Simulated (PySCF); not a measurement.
C$_{6}$H$_{10}$N$_{2}$Si

```csv
atom,x (Å),y (Å),z (Å)
C,2.7546,0.6057,-0.5697
N,1.3937,0.7953,-0.1157
C,0.7239,-0.4312,0.1979
Si,-0.1372,-1.5490,-1.1195
C,-0.7867,-0.4244,0.2245
C,-1.7112,-0.3772,1.3818
C,-1.6781,0.7742,0.3977
C,-2.7675,0.9542,-0.4893
N,-3.6419,1.0920,-1.2175
H,2.8254,-0.0568,-1.4465
H,3.1869,1.5733,-0.8177
H,3.3322,0.1604,0.2407
H,0.8630,1.3077,-0.8146
H,1.1978,-0.9023,1.0574
H,-0.2099,-1.0300,-2.4719
H,-0.2482,-2.9757,-0.8965
H,-2.5833,-1.0171,1.3769
H,-1.3070,-0.1914,2.3677
H,-1.2161,1.7016,0.7219
```

Geometry: GFN2-xTB.

All numbers below come from PBE0/pcSseg-1, SCF density, gas phase, non-relativistic in PySCF 2.14.0.

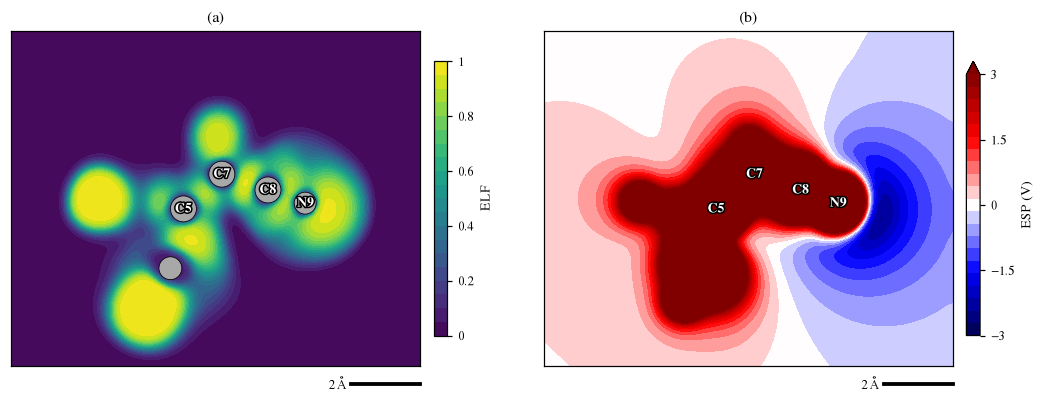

Figure 1. (a) ELF; (b) molecular electrostatic potential on the plane of atoms C5, C7 and C8. Grey discs cover the atomic cores in the ELF map.

**Interpret the plot.**

The plane passes through C and N nuclei. C–N (1.15 Å): the ELF peaks at about 0.85 between the atoms (a short, multiple covalent bond). C–C (1.42 Å): the ELF peaks at about 0.95 between the atoms: a covalent bond. C–C (1.50 Å): the ELF peaks at about 0.85 between the atoms, as expected for a shared electron pair. The ELF also peaks beside N9, away from the bonds: lone-pair regions. Outside the dense part of the molecule the potential is most negative (−2.4 V) near N9.

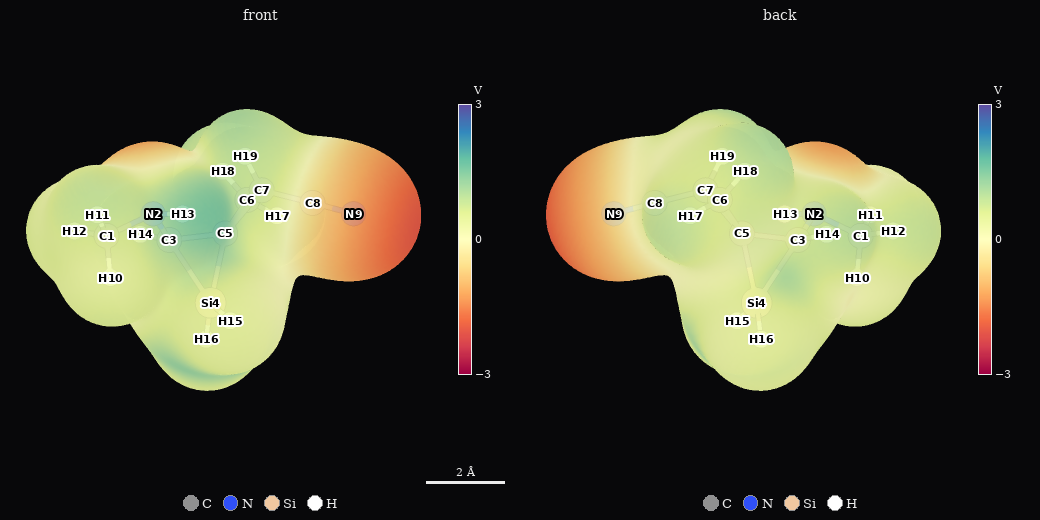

Figure 2. The molecular electrostatic potential painted on the density surface at 0.002 e/bohr³, seen from the front and from behind; red is negative and blue positive.

**Where is the surface potential most negative and most positive?**

The most negative region (about −2.0 V) lies over N9, the most positive (about +1.6 V) over H13. N9 is the likeliest acceptor of a hydrogen bond.

**How polar is the molecule by this calculation?**

Its dipole moment is 4.26 D.
